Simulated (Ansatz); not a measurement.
# Work function of K(110): what the settings cost and change, part 2 of 2

How far do functional and pseudopotentials move the work function of K(110), and at what cost?

Ansatz 0.2.0; plane-wave DFT, PBE, Ansatz PAW (the session's first sound run).

So far, work function, upper face (eV): step 2 (run, setting PBE, Ansatz PAW (420 eV)) 2.39; step 5 (RPBE) 2.32; step 6 (r2SCAN) 2.38; step 7 (PBE JTH) 2.39; step 8 (PBE norm-conserving) 2.39.

**9. Slab**

This step: plane-wave DFT, LDA, norm-conserving (Ansatz 0.2.0).

Contents of input.yaml:

```yaml
crystal:
  lattice:
    - [3.6981684656, -2.615, 0.0]
    - [3.6981684656, 2.615, 0.0]
    - [0.0, 0.0, 40.1890107936]
  atoms:
    - { symbol: K, position: [0.0, 0.0, 0.2239418145] }
    - { symbol: K, position: [0.5, 0.5, 0.3159612097] }
    - { symbol: K, position: [0.0, 0.0, 0.4079806048] }
    - { symbol: K, position: [0.5, 0.5, 0.5] }
    - { symbol: K, position: [0.0, 0.0, 0.5920193952] }
    - { symbol: K, position: [0.5, 0.5, 0.6840387903] }
    - { symbol: K, position: [0.0, 0.0, 0.7760581855] }
kpoints:
  mp_grid: { grid: [10, 10, 1] }
hamiltonian:
  xc: lda
  pseudopotentials: { kind: nc }
scf:
  occupations: { method: fermi_dirac, width: 0.1 }
  convergence: { dr2_threshold: 1.0e-09 }
efield:
  axis: 3
  dipole_correction: true
  ramp_position: 0.97
  ramp_width: 0.06
output:
  write_potential: true
  write_density: true
  volumetric_format: npy
```

On the command line:

```bash
ansatz run input.yaml --threads 2 --pin off --max-ram 3072MiB --backend cpu --events-out ev --progress --plain --runs-dir out
```

Numbers of over 12 decimals in the logs are rounded to 6 here.

Output:

```text
[...]
Crystal: 7 atoms, lattice volume = 777.313 Å³
Basis set: ecut = 979.609905 eV, 54159 PW (Γ)
Bands: 39, of which v1, the nominal top of the filled ones, is band 32 counted from 1 (31 counted from 0)
Symmetry: 4 space group operations
k-points: 31 of 100
[...]
k-point 1: bands = [... 28 lower, -1.8049, -1.6587, -1.4166, -1.0778, -0.6567, -0.1723, 0.3422, 1.0144, ... 3 higher]
  k-point 2: bands = [... 28 lower, -1.5230, -1.3799, -1.1426, -0.8095, -0.3944, 0.0844, 0.5952, 1.1692, ... 3 higher]
  k-point 30: bands = [... 28 lower, 0.7124, 0.8655, 1.0219, 1.0881, 1.1085, 1.2023, 1.3697, 1.4161, ... 3 higher]
[key lines of the parts left out:]
SCF converged after 9 iterations
Free energy (F): -5698.950225 eV
Fermi energy:    0.254863 eV
Dipole field:    D = 0.000001 V/Å  (p = 0.000005 e·Å, saw-weighted, corrected)
Work function:   Φ+ = 2.5192 eV   Φ− = 2.5193 eV
```

Elapsed: 6.4 min, on 2 threads of Arm Neoverse N1, shared host; peak memory 2.6 GiB.

The work function is 2.519 eV, +0.128 eV from the run “PBE, Ansatz PAW (420 eV)”, at 3.1 times its CPU time.

**10. Slab, setting PBE, all layers relaxed**

This step: plane-wave DFT, PBE, Ansatz PAW (Ansatz 0.2.0).

Changes to input.yaml since step 9:

```diff
@@ -16,4 +16,3 @@
 hamiltonian:
-  xc: lda
-  pseudopotentials: { kind: nc }
+  xc: pbe
 scf:
@@ -26,2 +25,5 @@
   ramp_width: 0.06
+relax:
+  f_tol: 0.01
+  max_steps: 40
 output:
```

Output:

```text
[...]
Crystal: 7 atoms, lattice volume = 777.313 Å³
Basis set: ecut = 420 eV, 15259 PW (Γ), exchange–correlation on 64×64×540 points (8 copies of the dense FFT grid, shifted against one another)
Bands: 39, of which v1, the nominal top of the filled ones, is band 32 counted from 1 (31 counted from 0)
Symmetry: 4 space group operations
k-points: 31 of 100
[...]
atoms:
    - { symbol: K, position: [0.0, 0.0, 0.2239418145] }
    - { symbol: K, position: [0.5, 0.5, 0.3159612097] }
    - { symbol: K, position: [0.0, 0.0, 0.407981] }
    - { symbol: K, position: [0.5, 0.5, 0.5] }
    - { symbol: K, position: [0.0, 0.0, 0.5920193952] }
    - { symbol: K, position: [0.5, 0.5, 0.6840387903] }
    - { symbol: K, position: [0.0, 0.0, 0.7760581855] }
[key lines of the parts left out:]
SCF converged after 9 iterations
Free energy (F): -10764.312816 eV
Fermi energy:    0.401681 eV
Dipole field:    D = -0.000001 V/Å  (p = -0.000003 e·Å, saw-weighted, corrected)
Work function:   Φ+ = 2.3909 eV   Φ− = 2.3909 eV
```

Run time: 1.9 min. Hardware: 2 threads; peak memory 1.1 GiB; 3.4 min of CPU time.

The work function is 2.391 eV, +0.000 eV from the run “PBE, Ansatz PAW (420 eV)”, at 0.87 times its CPU time.

**11. The series together**

Times are for 2 threads of Arm Neoverse N1, shared host. Results by setting:

```
no.                        setting  work function, upper face (eV)     time  memory (GiB)
  1       PBE, Ansatz PAW (420 eV)                           2.391  2.3 min           1.3
  2       LDA, Ansatz PAW (420 eV)                           2.519  2.2 min           1.3
  3    PBEsol, Ansatz PAW (420 eV)                           2.410  2.2 min           1.3
  4      RPBE, Ansatz PAW (420 eV)                           2.316  2.2 min           1.3
  5    r2SCAN, Ansatz PAW (500 eV)                           2.382  4.7 min           2.7
  6          PBE, JTH PAW (690 eV)                           2.391  4.6 min           2.5
  7  PBE, norm-conserving (850 eV)                           2.391  5.6 min           2.2
  8  LDA, norm-conserving (980 eV)                           2.519  6.4 min           2.6
  9        PBE, all layers relaxed                           2.391  1.9 min           1.1
```

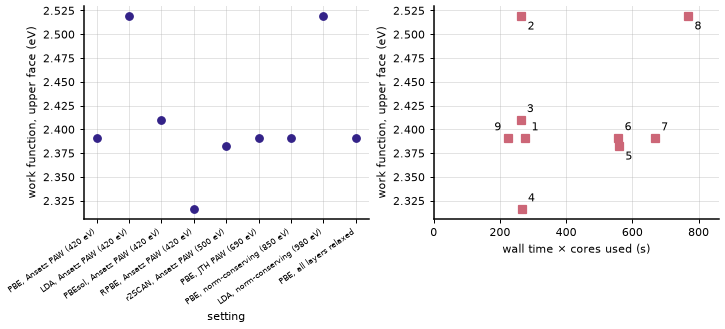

The series as plots; the last panel sets the first result against cost, with the runs numbered as in the table.

**12. Varying the input**

An input spoilt on purpose, to show how the run answers: it repeats the earlier run “PBE, Ansatz PAW (420 eV)” with efield.amplitude to 0 and efield.dipole_correction from true to false, and scf.max_iter set to 75; its output block differs too.

Changes to input.yaml since step 10:

```diff
@@ -20,10 +20,9 @@
   convergence: { dr2_threshold: 1.0e-09 }
+  max_iter: 75
 efield:
   axis: 3
-  dipole_correction: true
+  dipole_correction: false
   ramp_position: 0.97
   ramp_width: 0.06
-relax:
-  f_tol: 0.01
-  max_steps: 40
+  amplitude: 0
 output:
```

Output:

```text
Error: invalid value for `efield.amplitude`: is zero with dipole_correction: false — the section would apply nothing; set a non-zero amplitude, enable dipole_correction, or remove the block
```

Wall time 0.03 s (2 threads); peak memory 0.1 GiB.

The input was rejected at the start.

The program's message: “Error: invalid value for `efield.amplitude`: is zero with dipole_correction: false — the section would apply nothing; set a non-zero amplitude, enable dipole_correction, or remove the block”

The fault put into the input: a field block that applies nothing.

**13. Summary of results**

```yaml
work_function_pbe_ansatz_paw_420_ev: 2.391 eV
work_function_lda_ansatz_paw_420_ev: 2.519 eV
work_function_rpbe_ansatz_paw_420_ev: 2.316 eV
work_function_r2scan_ansatz_paw_500_ev: 2.382 eV
work_function_lda_norm_conserving_980_ev: 2.519 eV
work_function_pbe_all_layers_relaxed: 2.391 eV
```

**Reading.** PBE on the default files gives 2.39 eV, and the settings tried spread the value from 2.32 to 2.52 eV. At one geometry LDA lies 0.13 eV above PBE. The choice of pseudopotentials moves the PBE value by 0.000 eV. The forces were under the tolerance from the start, so the relaxation moved next to nothing. The ladder's slabs use the tabulated experimental lattice constant (two decimals; a low-temperature value for the alkali metals).

[Logs are printed without paths, hosts, clocks, repeated set-up lines and the standing remarks that a program may print on its own settings, such as how far it seeks lower states.]

[Hosts, paths, dates, database ids (printed as entryN), source tags and the programs' standing remarks are cut or masked in the printed files.]

[Maps of the electrostatic potential energy from Ansatz leave out the sawtooth potential of an applied field or a dipole correction, so their vacuum need not be flat; planar profiles and work functions include it.]
